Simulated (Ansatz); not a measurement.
**A computed series for ZnS: pressure series**

The parent structure is ZnS in the wurtzite structure (space group P6_3mc, No. 186; a = 3.738 Å, c = 6.143 Å).

Cell and atoms are relaxed at each pressure.

All numbers come from plane-wave PAW DFT at the LDA level (Ansatz, a quantum-chemistry and plane-wave program, 420 eV), no spin-orbit coupling.

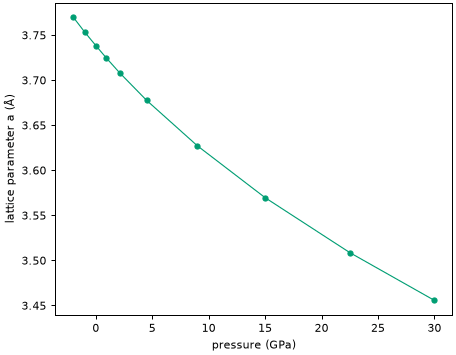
Figure: Lattice parameter a against pressure

| pressure (GPa) | lattice parameter a |
|---|---|
| -2 | 3.770 Å |
| -1 | 3.753 Å |
| 0.9 | 3.725 Å |
| 2.1 | 3.708 Å |
| 4.5 | 3.677 Å |
| 9 | 3.627 Å |
| 15 | 3.570 Å |
| 22.5 | 3.509 Å |
| 30 | 3.456 Å |

Load acts through the strain it causes; cell and atoms are relaxed under it. No phonon test of stability was made. Tetrahedral semiconductors of this kind turn to denser phases somewhere between about 1 and 50 GPa; those were not computed, so compressed cells here can lie past the real transition.
